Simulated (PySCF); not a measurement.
SMILES C(=O)(O)[SiH2][SiH2][Si](C)(C)C (C4H14O2Si3), singlet at its GFN2-xTB optimised geometry (Å):

```
23

C      1.6002     1.6774     0.0000
Si    -0.3083     1.6774     0.0000
C     -0.9169     0.8294     1.5974
C     -0.9210     3.4920     0.0000
Si    -1.0998     0.5253    -1.8857
Si     0.1089    -1.3707    -2.4550
C      0.3704    -2.3150    -0.8163
O      0.7957    -1.8152     0.2013
O      0.0071    -3.6003    -0.8664
H      2.0057     2.1091    -0.9110
H      1.9713     0.6604     0.0812
H      2.0039     2.2405     0.8369
H     -0.6125     1.3723     2.4880
H     -1.9994     0.7393     1.6210
H     -0.4975    -0.1696     1.6643
H     -0.5802     4.0196    -0.8857
H     -0.5599     4.0399     0.8661
H     -2.0057     3.5413     0.0106
H     -2.5155     0.1344    -1.7248
H     -1.1446     1.3736    -3.0927
H     -0.4095    -2.3906    -3.3717
H      1.4759    -1.0770    -2.9067
H      0.1477    -4.0399    -0.0092
```

Computed with B3LYP/def2-SVP (PySCF). Cells within 0.4 Å of a nucleus heavier than hydrogen are left out (blank, or x).

Map of the deformation density (molecule minus spherical neutral atoms) (e/bohr³) on the plane z = 0.0 Å:

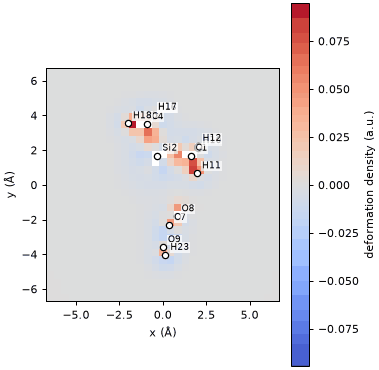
Deformation density (molecule minus spherical neutral atoms) (e/bohr³) on the plane z = 0.0 Å.
